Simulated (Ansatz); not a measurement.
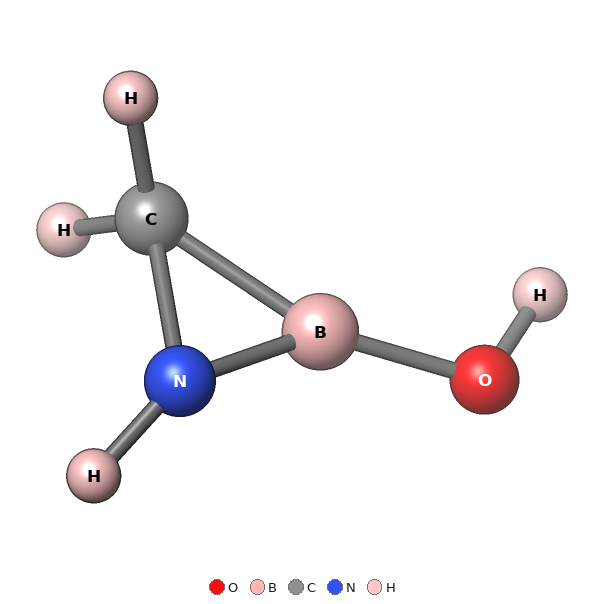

Orthographic view. Distant atoms are faded towards the background colour. The geometry was computed by an optimisation with PBE0-D4/def2-TZVP.

Write the InChI string.

InChI=1S/CH4BNO/c4-2-1-3-2/h3-4H,1H2
